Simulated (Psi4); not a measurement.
**BBrF₂: energy and gradient calculation**

- system: BBrF₂, SMILES FB(F)Br
- method: TPSSh/aug-cc-pVDZ, RKS (Psi4 1.11)

The geometry comes from this level: PBE0-D4/def2-TZVP.

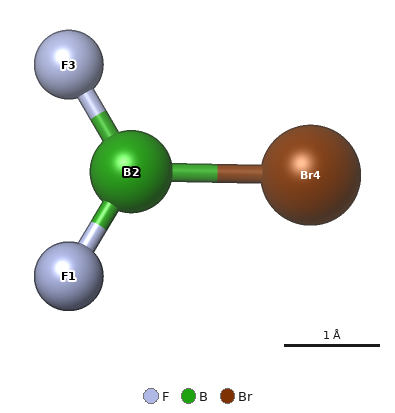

The structure (ball-and-stick view, seen at a tilt; atoms are numbered from 1 in the order of the input). Bond lengths as drawn: B–Br 1.90 Å and B–F 1.31 Å.

## Results in brief

```csv
quantity,value
outcome,converged
total energy,−2798.752546 hartree
basis functions,105
largest force,1.104 eV/Å
HOMO,−8.37 eV
LUMO,−1.01 eV
dipole moment,0.19 D
hardware,"1 thread of Intel Xeon (Granite Rapids), 32 GiB of memory available, shared host"
wall time,51 s
peak memory,0.84 GiB
```

## Input (bbrf2.in)
```
memory 1600 MB

molecule {
  F
  B 1 R2
  F 2 R3 1 A3
  Br 2 R4 1 A4 3 D4

  R2 = 1.309009
  R3 = 1.309017
  A3 = 119.21827
  R4 = 1.902693
  A4 = 120.39094
  D4 = 179.99943
  units angstrom
  symmetry c1
}

set {
  basis aug-cc-pVDZ
  puream true
  e_convergence 1e-09
  d_convergence 1e-08
  scf_type pk
  dft_radial_points 99
  dft_spherical_points 590
}

result, w = gradient('tpssh', return_wfn=True)
oeprop(w, 'DIPOLE', 'MAYER_INDICES', 'WIBERG_LOWDIN_INDICES')
print_variables()
```

Command:
```bash
psi4 -i bbrf2.in -o bbrf2.out -n 1
```

## Output
```
Psi4 1.11 release

gradient() will perform analytic gradient computation.

   => Loading Basis Set <=

    Name: AUG-CC-PVDZ
    Role: ORBITAL
    Keyword: BASIS

         ---------------------------------------------------------
                                   SCF
                              RKS Reference
                        1 Threads,   1525 MiB Core
         ---------------------------------------------------------

  ==> Geometry <==

    Molecular point group: c1
    Full point group: C1

    Geometry (in Angstrom), charge = 0, multiplicity = 1:

       Center              X                  Y                   Z               Mass
    ------------   -----------------  -----------------  -----------------  -----------------
         F           -0.000010072832    -0.842839384308    -1.803322282310    18.998403162730
         B           -0.000010072832    -0.842839384308    -0.494313282310    11.009305360000
         F           -0.000010072832    -1.985305528313     0.144667637666    18.998403162730
         BR           0.000006254951     0.798411564664     0.468254104672    78.918337600000

  Running in c1 symmetry.

  Rotational constants: A =      0.34798  B =      0.09353  C =      0.07372 [cm^-1]
  Rotational constants: A =  10432.03363  B =   2804.01543  C =   2209.99357 [MHz]
  Nuclear repulsion =  222.994929387424236

  Charge       = 0
  Multiplicity = 1
  Electrons    = 58
  Nalpha       = 29
  Nbeta        = 29

  ==> Algorithm <==

  SCF Algorithm Type is PK.
  DIIS enabled.
  MOM disabled.
  Fractional occupation disabled.
  Guess Type is SAD.
  Energy threshold   = 1.00e-09
  Density threshold  = 1.00e-08
  Integral threshold = 1.00e-12

  ==> Primary Basis <==

  Basis Set: AUG-CC-PVDZ
    Blend: AUG-CC-PVDZ
    Number of shells: 41
    Number of basis functions: 105
    Number of Cartesian functions: 114
    Spherical Harmonics?: true
    Max angular momentum: 2

  ==> DFT Potential <==

   => LibXC <=

    Version 7.1.2

   => Composite Functional: TPSSH <=

    TPSSh Hyb-GGA Exchange-Correlation Functional

    Deriv               =              1
    GGA                 =           TRUE
    Meta                =           TRUE

    Exchange Hybrid     =           TRUE
    MP2 Hybrid          =          FALSE

   => Exchange Functionals <=

    0.9000   Tao, Perdew, Staroverov & Scuseria

   => Exact (HF) Exchange <=

    0.1000               HF

   => Correlation Functionals <=

    1.0000   Tao, Perdew, Staroverov & Scuseria

   => LibXC Density Thresholds  <==

    XC_HYB_MGGA_XC_TPSSH:  1.00E-15

   => Molecular Quadrature <=

    Radial Scheme          =       TREUTLER
    Pruning Scheme         =           NONE
    Nuclear Scheme         =       TREUTLER

    Blocking Scheme        =         OCTREE
    BS radius alpha        =              1
    Pruning alpha          =              1
    Radial Points          =             99
    Spherical Points       =            590
    Total Points           =         227744
    Total Blocks           =           1747
    Max Points             =            256
    Max Functions          =            105
    Weights Tolerance      =       1.00E-15

  ==> Integral Setup <==

  Using in-core PK algorithm.
   Calculation information:
      Number of atoms:                   4
      Number of AO shells:              41
      Number of primitives:            168
      Number of atomic orbitals:       114
      Number of basis functions:       105

      Integral cutoff                 1.00e-12
      Number of threads:                 1

  Performing in-core PK
  Using 30974790 doubles for integral storage.
  We computed 368566 shell quartets total.
  Whereas there are 371091 unique shell quartets.

  ==> DiskJK: Disk-Based J/K Matrices <==

    J tasked:                  Yes
    K tasked:                  Yes
    wK tasked:                  No
    Memory [MiB]:              927
    Schwarz Cutoff:          1E-12

  Cached 12.5% of DFT collocation blocks in 0.189 [GiB].

  Minimum eigenvalue in the overlap matrix is 3.3952123000E-04.
  Reciprocal condition number of the overlap matrix is 5.5039214167E-05.
    Using symmetric orthogonalization.

  ==> Pre-Iterations <==

  SCF Guess: Superposition of Atomic Densities via on-the-fly atomic UHF (no occupation information).

   -------------------------
    Irrep   Nso     Nmo
   -------------------------
     A        105     105
   -------------------------
    Total     105     105
   -------------------------

  ==> Iterations <==

                        Total Energy        Delta E     RMS |[F,P]|

   @RKS iter SAD: -2797.06884674100775   -2.79707e+03   0.00000e+00
   @RKS iter   1: -2798.55058046551494   -1.48173e+00   7.66268e-03 ADIIS/DIIS
   @RKS iter   2: -2798.53124203361540    1.93384e-02   7.93221e-03 ADIIS/DIIS
   @RKS iter   3: -2798.73881263958174   -2.07571e-01   1.93935e-03 ADIIS/DIIS
   @RKS iter   4: -2798.75231065542721   -1.34980e-02   2.00822e-04 ADIIS/DIIS
   @RKS iter   5: -2798.75252886713588   -2.18212e-04   4.99796e-05 DIIS
   @RKS iter   6: -2798.75254125837273   -1.23912e-05   2.55968e-05 DIIS
   @RKS iter   7: -2798.75254568078253   -4.42241e-06   2.34981e-06 DIIS
   @RKS iter   8: -2798.75254571368487   -3.29023e-08   4.23996e-07 DIIS
   @RKS iter   9: -2798.75254571480355   -1.11868e-09   2.26276e-08 DIIS
   @RKS iter  10: -2798.75254571480536   -1.81899e-12   5.84810e-09 DIIS
  Energy and wave function converged.

  ==> Post-Iterations <==

   Electrons on quadrature grid:
      Ntotal   =   58.0000000124 ; deviation = 1.235e-08

    Orbital Energies [Eh]
    ---------------------

    Doubly Occupied:

       1A   -482.604284     2A    -62.321468     3A    -56.108243
       4A    -56.106175     5A    -56.105545     6A    -24.669477
       7A    -24.669458     8A     -8.657736     9A     -6.870357
      10A     -6.477205    11A     -6.469354    12A     -6.467213
      13A     -2.597411    14A     -2.595441    15A     -2.593847
      16A     -2.587703    17A     -2.587610    18A     -1.253185
      19A     -1.225505    20A     -0.790899    21A     -0.587319
      22A     -0.546168    23A     -0.502732    24A     -0.500603
      25A     -0.443115    26A     -0.428856    27A     -0.389975
      28A     -0.320661    29A     -0.307757

    Virtual:

      30A     -0.036983    31A     -0.016953    32A      0.022685
      33A      0.028576    34A      0.029763    35A      0.035342
      36A      0.080820    37A      0.081226    38A      0.091369
      39A      0.145109    40A      0.156579    41A      0.156835
      42A      0.170849    43A      0.180683    44A      0.205136
      45A      0.206385    46A      0.210004    47A      0.221183
      48A      0.228721    49A      0.232079    50A      0.253684
      51A      0.341918    52A      0.370796    53A      0.379310
      54A      0.385709    55A      0.388649    56A      0.402072
      57A      0.405665    58A      0.410705    59A      0.494317
      60A      0.494656    61A      0.522484    62A      0.562562
      63A      0.716735    64A      0.785845    65A      0.813084
      66A      0.818267    67A      0.842779    68A      0.866809
      69A      0.906627    70A      0.996118    71A      1.019955
      72A      1.025566    73A      1.038275    74A      1.097380
      75A      1.116137    76A      1.175331    77A      1.181132
      78A      1.261603    79A      1.295264    80A      1.297057
      81A      1.311327    82A      1.314584    83A      1.390241
      84A      1.403322    85A      1.442752    86A      1.477216
      87A      1.551490    88A      1.662267    89A      1.705500
      90A      1.768953    91A      1.974058    92A      2.045968
      93A      2.272211    94A      2.846430    95A      3.568317
      96A      4.430363    97A      4.439743    98A      4.441817
      99A      4.457927   100A      4.495767   101A      4.518703
     102A      4.548695   103A      4.587704   104A      4.640281
     105A      4.683956

    Final Occupation by Irrep:
              A
    DOCC [    29 ]
    NA   [    29 ]
    NB   [    29 ]

  @RKS Final Energy: -2798.75254571480536

   => Energetics <=

    Nuclear Repulsion Energy =            222.9949293874242358
    One-Electron Energy =               -4336.7575481376379685
    Two-Electron Energy =                1419.9048292111390310
    DFT Exchange-Correlation Energy =    -104.8947561757309046
    Empirical Dispersion Energy =           0.0000000000000000
    VV10 Nonlocal Energy =                  0.0000000000000000
    Total Energy =                      -2798.7525457148053647

Computation Completed

Properties will be evaluated at   0.000000,   0.000000,   0.000000 [a0]

Properties computed using the SCF density matrix

 Multipole Moments:

 ------------------------------------------------------------------------------------
     Multipole            Electronic (a.u.)      Nuclear  (a.u.)        Total (a.u.)
 ------------------------------------------------------------------------------------

 L = 1.  Multiply by 2.5417464519 to convert [e a0] to [Debye]
 Dipole X            :          0.0000203           -0.0000241           -0.0000038
 Dipole Y            :          3.3205464           -3.2561802            0.0643662
 Dipole Z            :          1.9474244           -1.9096902            0.0377342
 Magnitude           :                                                    0.0746115

 ------------------------------------------------------------------------------------

	total time  =         24 seconds =       0.40 minutes

         ------------------------------------------------------------
                                   SCF GRAD
         ------------------------------------------------------------

  ==> Geometry <==

    Molecular point group: c1
    Full point group: C1

    Geometry (in Angstrom), charge = 0, multiplicity = 1:

       Center              X                  Y                   Z               Mass
    ------------   -----------------  -----------------  -----------------  -----------------
         F           -0.000010072832    -0.842839384308    -1.803322282310    18.998403162730
         B           -0.000010072832    -0.842839384308    -0.494313282310    11.009305360000
         F           -0.000010072832    -1.985305528313     0.144667637666    18.998403162730
         BR           0.000006254951     0.798411564664     0.468254104672    78.918337600000

  Nuclear repulsion =  222.994929387424236

  ==> Basis Set <==

  Basis Set: AUG-CC-PVDZ
    Blend: AUG-CC-PVDZ
    Number of shells: 41
    Number of basis functions: 105
    Number of Cartesian functions: 114
    Spherical Harmonics?: true
    Max angular momentum: 2

  ==> DirectJKGrad: Integral-Direct SCF Gradients <==

    Gradient:                    1
    J tasked:                  Yes
    K tasked:                  Yes
    wK tasked:                  No
    Integrals threads:           1
    Schwarz Cutoff:          1E-12

  ==> DFT Potential <==

   => LibXC <=

    Version 7.1.2

   => Composite Functional: TPSSH <=

    TPSSh Hyb-GGA Exchange-Correlation Functional

    Deriv               =              1
    GGA                 =           TRUE
    Meta                =           TRUE

    Exchange Hybrid     =           TRUE
    MP2 Hybrid          =          FALSE

   => Exchange Functionals <=

    0.9000   Tao, Perdew, Staroverov & Scuseria

   => Exact (HF) Exchange <=

    0.1000               HF

   => Correlation Functionals <=

    1.0000   Tao, Perdew, Staroverov & Scuseria

   => LibXC Density Thresholds  <==

    XC_HYB_MGGA_XC_TPSSH:  1.00E-15

   => Molecular Quadrature <=

    Radial Scheme          =       TREUTLER
    Pruning Scheme         =           NONE
    Nuclear Scheme         =       TREUTLER

    Blocking Scheme        =         OCTREE
    BS radius alpha        =              1
    Pruning alpha          =              1
    Radial Points          =             99
    Spherical Points       =            590
    Total Points           =         227744
    Total Blocks           =           1747
    Max Points             =            256
    Max Functions          =            105
    Weights Tolerance      =       1.00E-15

  -Total Gradient:
     Atom            X                  Y                   Z
    ------   -----------------  -----------------  -----------------
       1        0.000000329935    -0.000173177320     0.021477055843
       2       -0.000000878131    -0.015733515032    -0.009233901591
       3        0.000000329930     0.018654117591    -0.010631763884
       4        0.000000205733    -0.002737626043    -0.001605645313

	total time  =         27 seconds =       0.45 minutes

Properties will be evaluated at   0.000000,   0.000000,   0.000000 [a0]
OEProp: No title given, name of density matrix used for the following properties is 'SCF density'

 Multipole Moments:

 ------------------------------------------------------------------------------------
     Multipole            Electronic (a.u.)      Nuclear  (a.u.)        Total (a.u.)
 ------------------------------------------------------------------------------------

 L = 1.  Multiply by 2.5417464519 to convert [e a0] to [Debye]
 Dipole X            :          0.0000203           -0.0000241           -0.0000038
 Dipole Y            :          3.3205464           -3.2561802            0.0643662
 Dipole Z            :          1.9474244           -1.9096902            0.0377342
 Magnitude           :                                                    0.0746115

 ------------------------------------------------------------------------------------

  Mayer Bond Indices:

  Irrep: 1 Size: 4 x 4

                 1                   2                   3                   4

    1     0.00000000000000     0.94509258077592     0.11083203768390    -0.02030786504013
    2     0.94509258077592     0.00000000000000     0.94508006709469     1.29222570268849
    3     0.11083203768390     0.94508006709469     0.00000000000000    -0.02030583329464
    4    -0.02030786504013     1.29222570268849    -0.02030583329464     0.00000000000000

  Atomic Valences:

 #  #
 Irrep: 1
      1:    1.035616753419692
      2:    3.182398350559096
      3:    1.035606271483957
      4:    1.251612004353717

  Wiberg Bond Indices using Orthogonal Lowdin Orbitals:

  Irrep: 1 Size: 4 x 4

                 1                   2                   3                   4

    1     0.00000000000000     1.92663488433250     0.21289223043498     0.23067692334170
    2     1.92663488433250     0.00000000000000     1.92661715291967     2.13997362786240
    3     0.21289223043498     1.92661715291967     0.00000000000000     0.23067520989371
    4     0.23067692334170     2.13997362786240     0.23067520989371     0.00000000000000

  Atomic Valences:

 #  #
 Irrep: 1
      1:    2.370204038109179
      2:    5.993225665114574
      3:    2.370184593248366
      4:    2.601325761097816

  Variable Map:
  ----------------------------------------------------------------------------
  "CURRENT ENERGY"              =>   -2798.752545714805
  "CURRENT REFERENCE ENERGY"    =>   -2798.752545714805
  "DD SOLVATION ENERGY"         =>       0.000000000000
  "DFT FUNCTIONAL TOTAL ENERGY" =>   -2798.752545714805
  "DFT TOTAL ENERGY"            =>   -2798.752545714805
  "DFT VV10 ENERGY"             =>       0.000000000000
  "DFT XC ENERGY"               =>    -104.894756175731
  "GRID ELECTRONS ALPHA"        =>      29.000000006176
  "GRID ELECTRONS BETA"         =>      29.000000006176
  "GRID ELECTRONS TOTAL"        =>      58.000000012353
  "NUCLEAR REPULSION ENERGY"    =>     222.994929387424
  "ONE-ELECTRON ENERGY"         =>   -4336.757548137638
  "PCM POLARIZATION ENERGY"     =>       0.000000000000
  "PE ENERGY"                   =>       0.000000000000
  "SCF ITERATION ENERGY"        =>   -2798.752545714805
  "SCF ITERATIONS"              =>      10.000000000000
  "SCF TOTAL ENERGY"            =>   -2798.752545714805
  "TWO-ELECTRON ENERGY"         =>    1419.904829211139
  "XC GRID RADIAL POINTS"       =>      99.000000000000
  "XC GRID SPHERICAL POINTS"    =>     590.000000000000
  "XC GRID TOTAL POINTS"        =>  227744.000000000000

  Array Variable Map:
  ----------------------------------------------------------------------------
  "CURRENT DIPOLE"              =>      -0.000003763296 ... 0.037734150113 1 by 3
  "CURRENT GRADIENT"            =>       0.000000329935 ... -0.001605645313 4 by 3
  "DFT TOTAL GRADIENT"          =>       0.000000329935 ... -0.001605645313 4 by 3
  "DIPOLE"                      =>      -0.000003763296 ... 0.037734150113 1 by 3
  "SCF DIPOLE"                  =>      -0.000003763296 ... 0.037734150113 1 by 3
  "SCF TOTAL ENERGIES"          =>   -2797.068846741008 ... -2798.752545714805 1 by 11
  "SCF TOTAL GRADIENT"          =>       0.000000329935 ... -0.001605645313 4 by 3

    Psi4 run time: 0:00:50.52
```

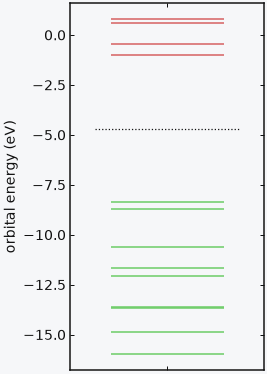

Orbital energies near the frontier; the dotted line parts filled from empty levels, and levels within 0.02 eV of each other stand side by side. Highest filled −8.37 eV, lowest empty −1.01 eV, 7.36 eV apart.
